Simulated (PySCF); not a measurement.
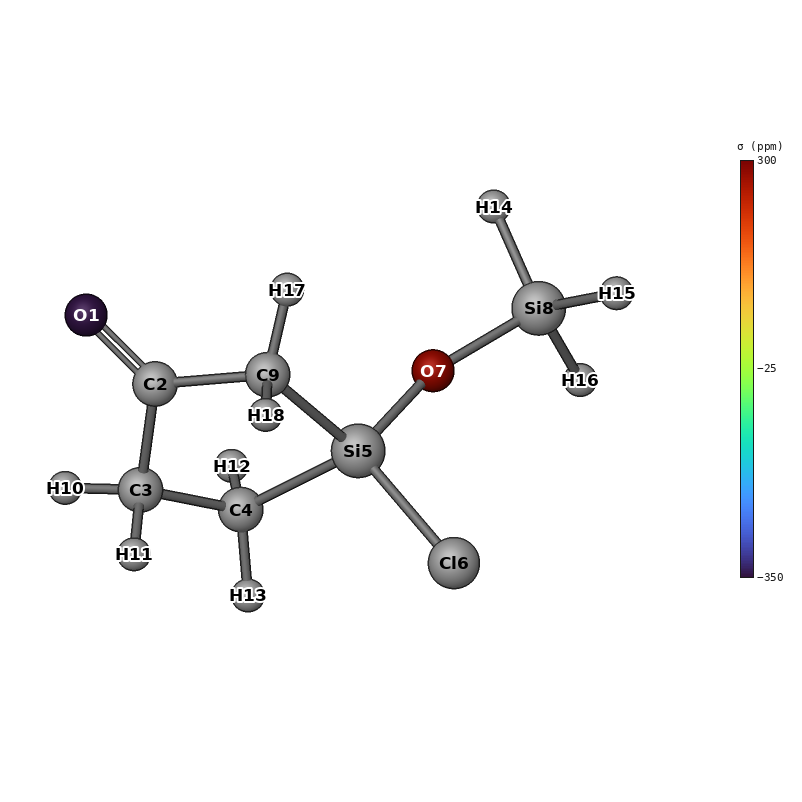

Atoms are coloured by their isotropic NMR shieldings (O only, the others grey). Computed geometry: GFN2-xTB optimisation. No frequency run is at hand to confirm it as a minimum. Method: GIAO PBE0/pcSseg-1 NMR shielding, non-relativistic, gas phase (PySCF 2.14.0).

Give the isotropic NMR shieldings of the O atoms atom by atom.

```csv
atom,σ (ppm)
O1,−346.6
O7,281.7
```

The geometry is semi-empirical. Around Si such bond lengths and angles can be off by a tenth of an ångström or more and by several degrees, and values that hang on the shape move with them.
